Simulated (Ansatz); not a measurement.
A ladder of methods for SbClF (SMILES [F][Sb][Cl])

SbClF: 3 atoms, total charge 0, spin state doublet. As SMILES, `[F][Sb][Cl]`. Geometry: relaxed at PBE0-D4/def2-TZVP.

```xyz
3

F    -0.8787    1.2318   -0.3476
Sb   -0.6009   -0.6583   -0.3672
Cl    1.4687   -0.6382    0.7015
```

Each level gives the vertical ionisation energy (to the singlet cation) (eV). The values are calculated.

```tsv
level	kind	program	value (eV)	less FCI/STO-3G	CPU time (all runs)
USVWN5/STO-3G	LDA	Ansatz	6.05	+0.75	3.3 s
U-revPBE/STO-3G	GGA	Ansatz	5.98	+0.68	5.6 s
UPBE/STO-3G	GGA	Ansatz	6.01	+0.71	6 s
U-r2SCAN/STO-3G	meta-GGA	Ansatz	6.24	+0.94	17 s
U-r2SCAN0/STO-3G	hybrid meta-GGA	Ansatz	6.59	+1.29	18 s
UBHLYP/STO-3G	global hybrid	Ansatz	6.64	+1.34	6.2 s
UHSE06/STO-3G	range-separated hybrid	Ansatz	6.45	+1.15	7.2 s
UCCSDT/STO-3G	coupled cluster or CI	Ansatz	5.32	+0.02	3.4 s
FCI/STO-3G	exact in the basis	Ansatz	5.30	0.00	3.1 s
```

FCI/STO-3G is exact within its basis and frozen core, so for wave-function methods in that basis the difference is their error; functionals converge differently with the basis, so for them it is only a difference. All-electron rows without a relativistic Hamiltonian named are non-relativistic. Spin-orbit coupling, which can split open shells on such heavy atoms by tenths of an eV, is left out. The values span 5.30 to 6.64 eV. All rows use very small basis sets, so none should be taken for the real molecule's value. In the correlated wave-function rows the outer d shell of Sb is correlated, in sets not made for it. In so small a basis fixed costs decide the times, and correlated methods can beat functionals. CPU times are rough (shared hosts, several kinds of processor and program).

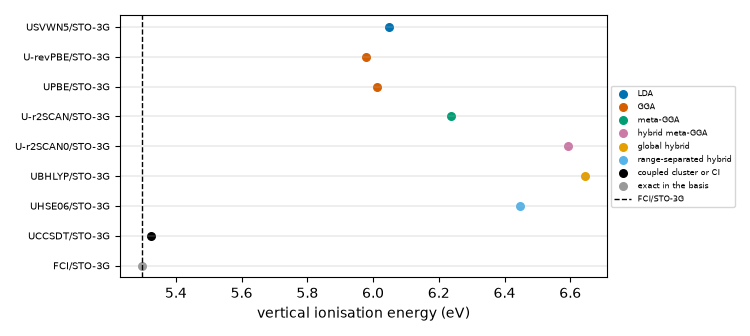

The values of the table, level by level.
